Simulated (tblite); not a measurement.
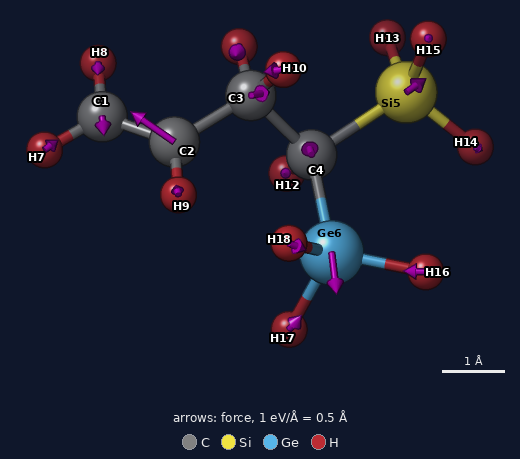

Starting geometry of C₄H₁₂GeSi with the computed forces as purple arrows. A ball-and-stick model, seen at a tilt.

Theory: GFN2-xTB geometry optimisation, gas phase (tblite). 

**Is this structure relaxed? If not, where do the atoms go?**

It isn't relaxed: the largest force vector, on a C atom, is 1.76 eV/Å. The final displacements have little in common with the starting forces (cosine between the two patterns 0.22). The largest move after the best rigid fit is that of an H atom, 1.02 Å. Largest moves by element: H 1.02 Å, C 0.26 Å, Ge 0.11 Å, Si 0.10 Å. Among the contacts that change: C–Ge 1.917 → 1.982 Å, Ge–H 1.566 → 1.502 Å, C–Si 1.868 → 1.906 Å, C–H 1.128 → 1.094 Å. Bond angles that change, for instance: C–C–H 103.8° → 109.7°, C–C–H 114.7° → 109.1°, C–C–C 119.5° → 124.8°. Groups turn about C–Ge by about 35°. The energy falls by 45.1 kJ/mol in 131 geometry steps.
